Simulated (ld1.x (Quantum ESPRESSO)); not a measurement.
Pseudopotential generation for Xe (part 2 of 2)

The same run, continued: xenon (Xe, Z = 54), core [Kr] 4d10, reference valence 5s2 5p6, valence charge 8. Method: TM potential, LDA (PZ), scalar-relativistic, made with ld1.x (Quantum ESPRESSO) 7.5.

**Output of the test run (extracts), continued**
```
     ---------------------- Testing the pseudopotential ----------------------

     Xe
     scalar relativistic calculation

     atomic number is 54.00   valence charge is  8.00
     dft =PZ   lsd =0 sic =0 latt =0  beta=0.20 tr2=1.0E-14
     mesh =1249 r(mesh) = 100.58629 xmin = -7.00 dx = 0.01250

     n l     nl             e AE (Ry)        e PS (Ry)    De AE-PS (Ry)
     1 0     5S   1( 2.00)       -4.56888       -4.56405       -0.00483
     2 1     5P   1( 2.00)       -3.54033       -3.53705       -0.00328

     eps = 4.5E-16  iter = 11

     Etot =  -14874.695778 Ry,   -7437.347889 Ha, -202380.546058 eV
     Etotps =   -91.675330 Ry,     -45.837665 Ha,   -1247.306408 eV
     dEtot_ae =       8.029237 Ry
     dEtot_ps =       8.023690 Ry,   Delta E=       0.005547 Ry

     Ekin =       5.021325 Ry,       2.510662 Ha,      68.318603 eV
     Encl =     -38.340105 Ry,     -19.170053 Ha,    -521.643705 eV
     Ehrt =       7.899437 Ry,       3.949718 Ha,     107.477311 eV
     Ecxc =     -72.219899 Ry,     -36.109949 Ha,    -982.601779 eV
     (Ecc =     -68.030276 Ry,     -34.015138 Ha,    -925.599057 eV)
     Epseu=       5.963912 Ry,       2.981956 Ha,      81.143163 eV

     ---------------------- End of pseudopotential test ----------------------

     ---------------------- Testing the pseudopotential ----------------------

     Xe
     scalar relativistic calculation

     atomic number is 54.00   valence charge is  8.00
     dft =PZ   lsd =0 sic =0 latt =0  beta=0.20 tr2=1.0E-14
     mesh =1249 r(mesh) = 100.58629 xmin = -7.00 dx = 0.01250

     n l     nl             e AE (Ry)        e PS (Ry)    De AE-PS (Ry)
     1 0     5S   1( 2.00)       -1.80294       -1.80232       -0.00061
     2 1     5P   1( 5.50)       -0.93075       -0.93037       -0.00038

     eps = 8.1E-15  iter =  9

     Etot =  -14882.339111 Ry,   -7441.169556 Ha, -202484.538898 eV
     Etotps =   -99.313090 Ry,     -49.656545 Ha,   -1351.223419 eV
     dEtot_ae =       0.385904 Ry
     dEtot_ps =       0.385930 Ry,   Delta E=      -0.000026 Ry

     Ekin =       8.031492 Ry,       4.015746 Ha,     109.274021 eV
     Encl =     -62.900380 Ry,     -31.450190 Ha,    -855.803265 eV
     Ehrt =      23.684281 Ry,      11.842141 Ha,     322.241063 eV
     Ecxc =     -74.834228 Ry,     -37.417114 Ha,   -1018.171541 eV
     (Ecc =     -68.030276 Ry,     -34.015138 Ha,    -925.599057 eV)
     Epseu=       6.705745 Ry,       3.352872 Ha,      91.236303 eV

     ---------------------- End of pseudopotential test ----------------------

     ---------------------- Testing the pseudopotential ----------------------

     Xe
     scalar relativistic calculation

     atomic number is 54.00   valence charge is  8.00
     dft =PZ   lsd =0 sic =0 latt =0  beta=0.20 tr2=1.0E-14
     mesh =1249 r(mesh) = 100.58629 xmin = -7.00 dx = 0.01250

     n l     nl             e AE (Ry)        e PS (Ry)    De AE-PS (Ry)
     1 0     5S   1( 1.00)       -2.20998       -2.20844       -0.00154
     2 1     5P   1( 6.00)       -1.30457       -1.30318       -0.00139

     eps = 8.0E-17  iter =  9

     Etot =  -14880.892311 Ry,   -7440.446155 Ha, -202464.854177 eV
     Etotps =   -97.866751 Ry,     -48.933376 Ha,   -1331.544983 eV
     dEtot_ae =       1.832704 Ry
     dEtot_ps =       1.832269 Ry,   Delta E=       0.000436 Ry

     Ekin =       8.230476 Ry,       4.115238 Ha,     111.981332 eV
     Encl =     -59.006229 Ry,     -29.503115 Ha,    -802.820651 eV
     Ehrt =      20.839960 Ry,      10.419980 Ha,     283.542094 eV
     Ecxc =     -74.371560 Ry,     -37.185780 Ha,   -1011.876622 eV
     (Ecc =     -68.030276 Ry,     -34.015138 Ha,    -925.599057 eV)
     Epseu=       6.440603 Ry,       3.220301 Ha,      87.628864 eV

     ---------------------- End of pseudopotential test ----------------------

     ---------------------- Testing the pseudopotential ----------------------

     Xe
     scalar relativistic calculation

     atomic number is 54.00   valence charge is  8.00
     dft =PZ   lsd =1 sic =0 latt =0  beta=0.20 tr2=1.0E-14
     mesh =1249 r(mesh) = 100.58629 xmin = -7.00 dx = 0.01250

     n l     nl             e AE (Ry)        e PS (Ry)    De AE-PS (Ry)
     1 0     5S   1( 1.00)       -2.17539       -2.17421       -0.00118
     2 1     5P   1( 3.00)       -1.28206       -1.28129       -0.00077
     1 0     5S   2( 1.00)       -2.13395       -2.13244       -0.00151
     2 1     5P   2( 2.00)       -1.24130       -1.24034       -0.00096

     eps = 7.5E-15  iter =  7

     Etot =  -14881.801717 Ry,   -7440.900858 Ha, -202477.227276 eV
     Etotps =   -98.775899 Ry,     -49.387949 Ha,   -1343.914563 eV
     dEtot_ae =       0.923298 Ry
     dEtot_ps =       0.923121 Ry,   Delta E=       0.000177 Ry

     Ekin =       7.780315 Ry,       3.890158 Ha,     105.856581 eV
     Encl =     -59.869197 Ry,     -29.934598 Ha,    -814.561919 eV
     Ehrt =      21.150447 Ry,      10.575224 Ha,     287.766492 eV
     Ecxc =     -74.518515 Ry,     -37.259258 Ha,   -1013.876049 eV
     (Ecc =     -68.030276 Ry,     -34.015138 Ha,    -925.599057 eV)
     Epseu=       6.681051 Ry,       3.340526 Ha,      90.900333 eV

     ---------------------- End of pseudopotential test ----------------------

     ---------------------- Testing the pseudopotential ----------------------

     Xe
     scalar relativistic calculation

     atomic number is 54.00   valence charge is  8.00
     dft =PZ   lsd =1 sic =0 latt =0  beta=0.20 tr2=1.0E-14
     mesh =1249 r(mesh) = 100.58629 xmin = -7.00 dx = 0.01250

     n l     nl             e AE (Ry)        e PS (Ry)    De AE-PS (Ry)
     1 0     5S   1( 1.00)       -2.95050       -2.94781       -0.00268
     2 1     5P   1( 3.00)       -2.01399       -2.01212       -0.00186
     1 0     5S   2( 1.00)       -2.85712       -2.85417       -0.00295
     2 1     5P   2( 1.00)       -1.92025       -1.91831       -0.00195

     eps = 9.8E-15  iter = 15

     Etot =  -14880.225142 Ry,   -7440.112571 Ha, -202455.776885 eV
     Etotps =   -97.200338 Ry,     -48.600169 Ha,   -1322.477975 eV
     dEtot_ae =       2.499873 Ry
     dEtot_ps =       2.498681 Ry,   Delta E=       0.001191 Ry

     Ekin =       7.103559 Ry,       3.551780 Ha,      96.648849 eV
     Encl =     -53.294477 Ry,     -26.647239 Ha,    -725.108306 eV
     Ehrt =      16.276982 Ry,       8.138491 Ha,     221.459616 eV
     Ecxc =     -73.847364 Ry,     -36.923682 Ha,   -1004.744578 eV
     (Ecc =     -68.030276 Ry,     -34.015138 Ha,    -925.599057 eV)
     Epseu=       6.560963 Ry,       3.280481 Ha,      89.266444 eV

     ---------------------- End of pseudopotential test ----------------------
```

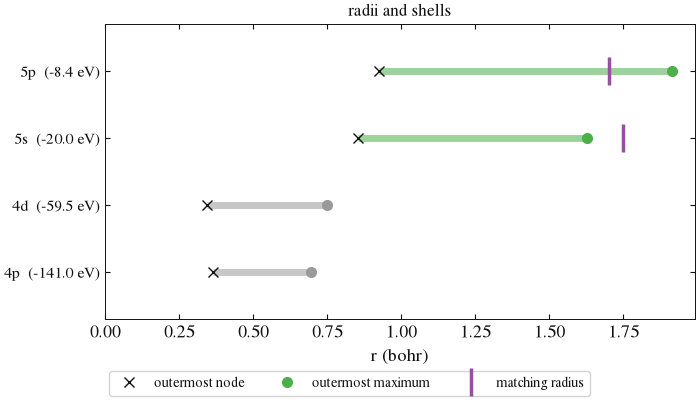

Outer shells of the all-electron reference atom: each bar runs from the outermost node (or the nucleus) to the outermost maximum of u(r); the tick is the radius chosen for the pseudo-wave. Shells without a tick have no pseudo-wave of their own. Levels, nodes and maxima are from ld1.x, scalar-relativistic.

- Radii against the shells: 5s: 1.75 bohr, outside the maximum; 5p: 1.70 bohr, between node and maximum.

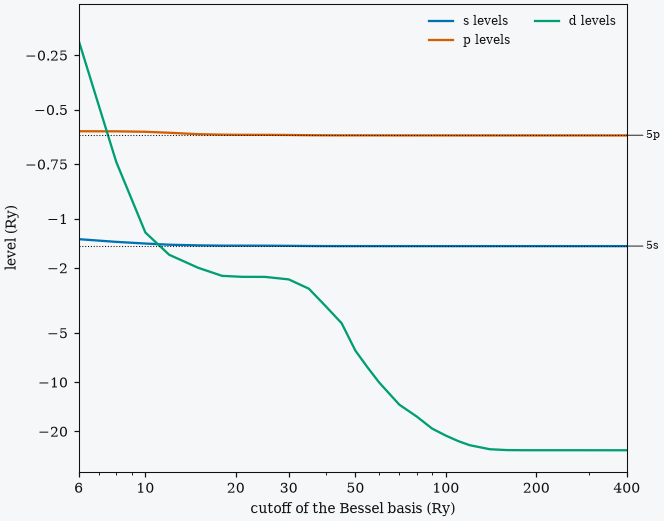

The pseudo-atom Hamiltonian at the reference potential is diagonalised in spherical Bessel functions (20 bohr box) up to the cutoff. Curves: the lowest levels of each channel that holds a bound state. Dotted lines: the all-electron valence levels.

- Ghost states: ghost state below the valence levels: d at -354.7 eV. A ghost is a state of the pseudo-atom that lies below a valence level of its channel, or is bound in a channel without one, and matches no all-electron valence level; bound levels above the valence ones can be real empty states. In Ry: d -26.07.
- All-electron valence levels: 5s: -1.47 Ry; 5p: -0.62 Ry.
- Onset of the ghost: the lowest d curve lies clearly below zero already at the lowest cutoff, 6 Ry, and ends at -26.07 Ry.

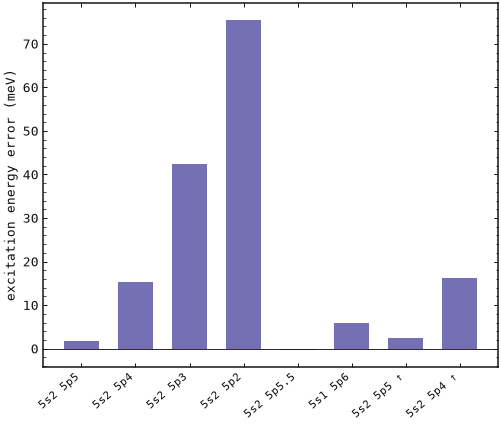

Errors, all-electron minus pseudo, of the energies of valence configurations relative to the unpolarised reference 5s2 5p6. An arrow marks spin-polarised runs filled by Hund’s rule.

- Worst configuration: 5s2 5p2 (charge +4): the error is +75 meV on an all-electron energy of +109.24 eV relative to the reference, or 0.069 %.
- Configurations within 10 meV and within 50 meV: 4 and 7 of 8. The potential isn't sound: its ghost test gives ghost state below the valence levels: d at -354.7 eV.

Outcome of the run: generated, with a ghost state.
